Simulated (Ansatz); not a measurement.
## Electronic structure of C₂H₅InO (SMILES OC[CH2][In]) in real space

Input

```
crystal:
  periodic: [false, false, false]
  atoms:
    - symbol: C
      position_ang: [1.329989, -0.766550, -1.471613]
    - symbol: C
      position_ang: [1.447258, -1.463432, -0.136017]
    - symbol: In
      position_ang: [1.304312, 0.342636, 1.371522]
    - symbol: O
      position_ang: [1.175397, 0.657700, -1.207509]
    - symbol: H
      position_ang: [1.094963, 1.159268, -2.030983]
    - symbol: H
      position_ang: [2.226926, -0.906640, -2.104124]
    - symbol: H
      position_ang: [0.454208, -1.107615, -2.055607]
    - symbol: H
      position_ang: [0.631812, -2.182699, 0.044720]
    - symbol: H
      position_ang: [2.403161, -1.998501, -0.014619]
basis:
  gaussian:
    orbitals: def2-TZVPD
hamiltonian:
  xc: {name: PBE0}
output: {forces: true, orbitals: {seedname: orbitals}}
```

Command:

```sh
ansatz run input.yaml --threads 2 --pin off --max-ram 4350MiB --events-out events.jsonl --progress --plain --runs-dir runs
```

Geometry: B3LYP-D3(BJ)/def2-SVP; core potentials replace the inner electrons of In.

All numbers below come from isolated molecule in a Gaussian basis; Kohn-Sham density functional theory, functional PBE0 (Ansatz).

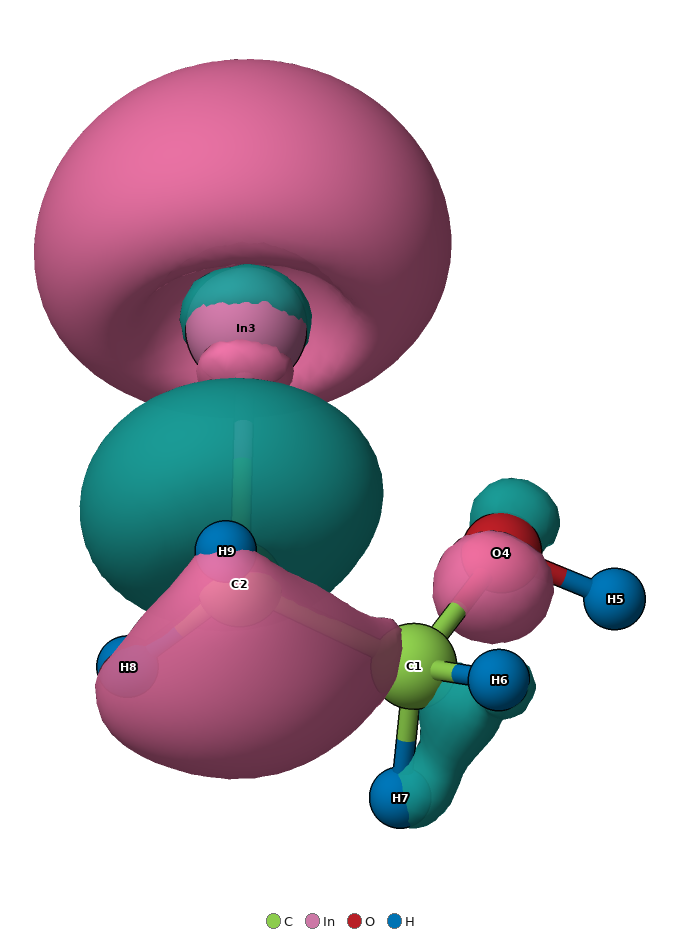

Figure 1. The HOMO at ±0.1 Å⁻³ᐟ² (teal and pink are the two phases), seen at a tilt.

**Describe this orbital and give its energy.**

It lies mainly on In3 (about 50 %) and C2 (about 35 %). Its energy is −5.06 eV.

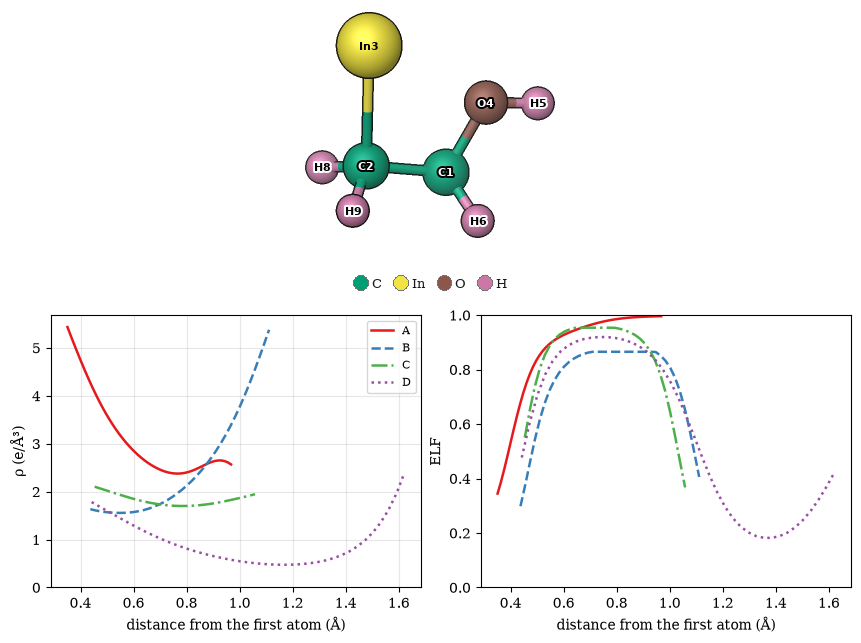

Figure 2. Electron density and ELF along straight lines between neighbouring atoms. The curves leave out the atomic cores. The structure is drawn too.

**Which curve belongs to which contact (C–C, C–In, C–O and O–H)? The first atom named is at distance zero.**

Curve A: O–H (0.97 Å): the density is about 3.7 e/Å³ at the midpoint; the ELF climbs to about 1 towards the hydrogen, as it does in any bond to H (a covalent bond by its length). Curve B: C–O (1.46 Å): ρ at the midpoint is about 1.8 e/Å³, with its minimum of 1.6 e/Å³ about 0.5 Å from C; the ELF peaks at about 0.85 between the atoms (a shared but strongly polarised pair). Curve C: C–C (1.51 Å): ρ is about 1.7 e/Å³ halfway; the ELF peaks at about 0.95 between the atoms: a shared electron pair. Curve D: C–In (2.36 Å): ρ is about 0.47 e/Å³ halfway; the ELF peaks at about 0.90 in the valence shell of C, 0.7 Å from its nucleus, and drops to about 0.20 between the two atoms.

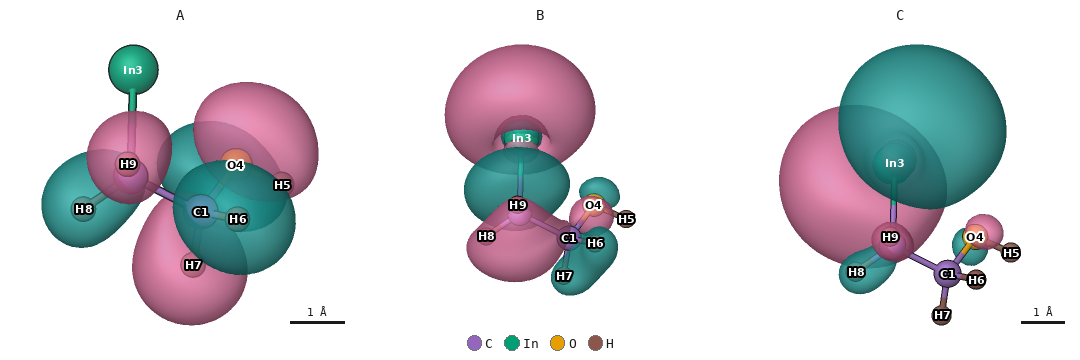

Figure 3. Three frontier orbitals at ±0.06 Å⁻³ᐟ² (teal and pink are the two phases), in no order.

**Order the three orbitals by energy and name them.**

A is the HOMO−1 (−8.11 eV). It lies mainly on O4 (about 50 %), C1 (about 15 %), H7 (about 10 %) and H6 (about 10 %). B is the HOMO (−5.06 eV). It lies mainly on In3 (about 50 %) and C2 (about 35 %). C is the LUMO (−1.14 eV). Its weight (Hirshfeld) is mainly on In3 (about 90 %).

**What is the HOMO–LUMO gap?**

3.92 eV between the orbital energies.
